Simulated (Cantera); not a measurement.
Feed: 1 mol CHF₃, a varied amount of H₂, equilibrated at 723 K and 750 Torr.

These are equilibrium values from Cantera (NASA tables, ideal gas, pure condensed phases), not measurements of a reactor. Candidate condensed phases: C, C₆H₆, C₇H₈, C₈H₁₈; 95 gas species. Condensed phases not in the tables: fluorocarbon polymer. Gases not in the tables: C₂F₆ and larger saturated fluorocarbons. Kinetics and transport are ignored.

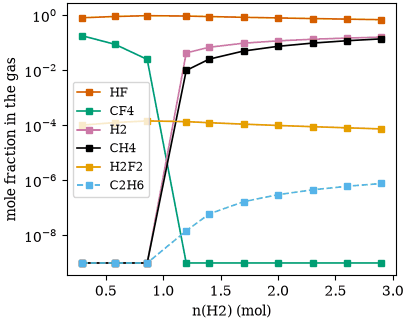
Fig. 1. Equilibrium gas composition (values under 1e-9 drawn at 1e-9)

From 0.29 mol H₂ to 2.9 mol H₂ the condensed part is C(graphite). The main C-bearing gas is CF₄ at 0.29 mol H₂ and CH₄ at 2.9 mol H₂. The share of C in condensed phases is highest at 1.2 mol H₂ (96.8 %) and lowest at 2.9 mol H₂ (39.8 %).
